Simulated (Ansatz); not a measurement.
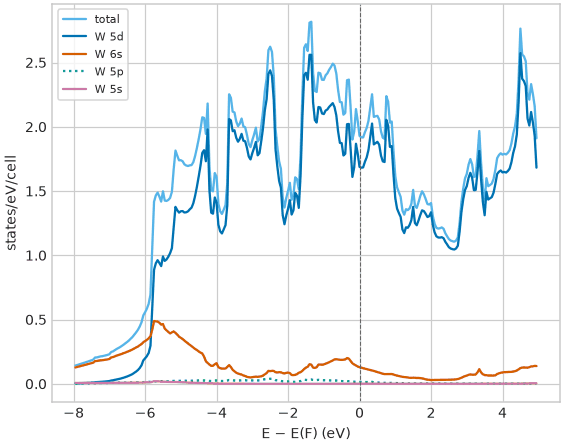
Total and projected density of states of W (hcp (Mg type), space group No. 194), LDA (plane waves, PAW; program Ansatz)

**Question.** Which orbitals carry the states next to the Fermi level?

**Answer.** Within 0.5 eV of the Fermi level: W 5d 87 %, W 6s 7 %, outside the projected shells 5 %. Projections are on Löwdin-orthogonalised atomic valence shells; empty p or d shells of many metals are not among them.

**Question.** Where is the tallest occupied peak in this window, and what makes it?

**Answer.** Near -1.3 eV, about 2.8 states/eV per cell; the largest projected share is W 5d.

Space group P6_3/mmc (hcp (Mg type)). The first step of the workflow began from a Materials Project structure, measured or hypothetical; the Crystallography Open Database copy checked does not list it. It is not the phase usual at ambient conditions (space group No. 229). The cell was relaxed with LDA under the symmetry of its start; its stability against distortions is not shown here. No spin polarisation was allowed. Spin–orbit coupling is left out wherever it is not named.

Potentials: the later of the program's two PAW sets.
